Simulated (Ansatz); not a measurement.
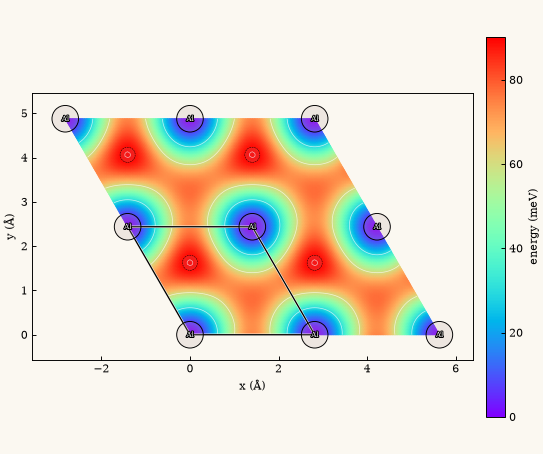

Energy landscape of H on an Al(111) slab cut from the Fm-3m phase, its upper half relaxed before the scan (12 atoms of substrate and one adsorbate in a 2 × 2 cell). 
- H is moved over the surface cell at a fixed height above a rigid substrate; the origin of the map has the adsorbate above Al9; the height is held at 3.00 Å.
- Places are given modulo a cell vector. The map is drawn in real space over the plane of the surface.
- Grid: 6 × 6 points; 10 points were computed and 26 follow by symmetry.
- Places are given in fractions of the 1 × 1 surface cell.
- Energies: meV, counted from the lowest grid point.
- The runs have no spin polarisation, so an open-shell adsorbate far from the surface lies too high. At a fixed height the lowest place need not be the adsorption site.
- Level of theory: Ansatz, DFT PBE+D3(BJ), scalar-relativistic, plane waves, PAW. Settings: cutoff 420 eV, k-mesh 6×6×1, gaussian smearing 0.1 eV, no spin polarisation.

The picture shows a smooth colour map with a few white contour lines, labelled circles for the atoms of the top layer and small ones for the second layer, the outline of one cell of the 2 × 2 shown. Between grid points the surface is interpolated. 

Question: Where are the wells?

Answer: The lowest grid point is at the top site over a surface Al atom, (0/6, 0/6) of the cell vectors. No other kind of well shows on this grid. The highest grid point, a threefold hollow over a second-layer Al atom, (2/6, 4/6) of the cell vectors, lies 90 meV above the lowest. On the interpolated surface the easiest way out of the lowest well to its copy in the next cell or period passes a barrier of about 73 meV. At the lowest point the adsorbate has 1 Al at 3.00 Å as nearest neighbours, at the highest 3 Al at 3.41 Å.

Each point was launched as `ansatz run input.yaml --threads 1 --pin off --max-ram 3072MiB --backend cpu --events-out ev --progress --plain --runs-dir out`. Time for the 10 points that were run: 3.6 min on 1 thread of Intel(R) Xeon(R) Platinum 8259CL CPU @ 2.50GHz (Skylake/Cascade Lake), on a shared host.

PAW datasets: the set soft_1.
